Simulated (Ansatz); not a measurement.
```yaml
crystal:
  lattice:
    - [3.18927, 0.00000, 0.00000]
    - [-1.59464, 2.76199, 0.00000]
    - [0.00000, 0.00000, 18.32443]
  atoms:
    - { symbol: As, position: [0.33333, 0.66667, 0.95370] }
    - { symbol: As, position: [0.66667, 0.33333, 0.45370] }
    - { symbol: As, position: [0.33333, 0.66667, 0.54630] }
    - { symbol: As, position: [0.66667, 0.33333, 0.04630] }
    - { symbol: As, position: [0.33333, 0.66667, 0.75000] }
    - { symbol: As, position: [0.66667, 0.33333, 0.25000] }
    - { symbol: O, position: [0.33333, 0.66667, 0.18514] }
    - { symbol: O, position: [0.66667, 0.33333, 0.68514] }
    - { symbol: O, position: [0.33333, 0.66667, 0.31486] }
    - { symbol: O, position: [0.66667, 0.33333, 0.81486] }
```

Space group P6₃/mmc; a structure generated by program, which may or may not match a known phase.

These are results of DFT PBE, scalar-relativistic, plane waves, PAW in Ansatz 0.2.0, not measurements.

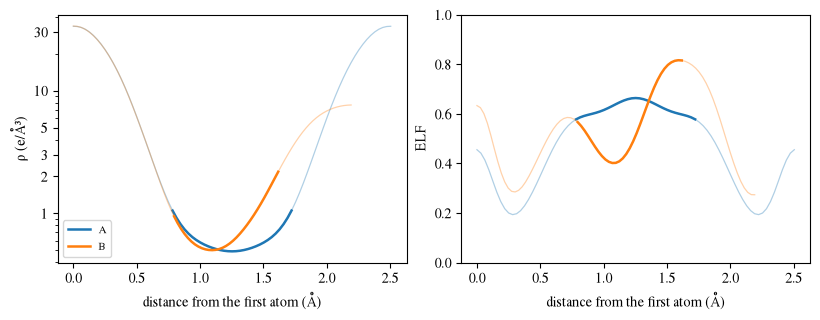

As₃O₂. Valence pseudo-density and electron localisation function along straight lines between neighbouring atoms. Thin, pale parts lie inside the atomic spheres.

In a PAW calculation such maps are meaningful between the atoms, not at the nuclei.

### Which curve belongs to which contact (As–As and As–O)? The first atom named is at distance zero.

Curve A: As–As (2.50 Å): the density is about 0.49 e/Å³ at the midpoint; the ELF peaks at about 0.65 between the atoms. Curve B: As–O (2.19 Å): ρ is about 0.5 e/Å³ halfway; the ELF peaks at about 0.80 in the valence shell of O, 0.6 Å from its nucleus, and drops to about 0.40 between the two atoms.
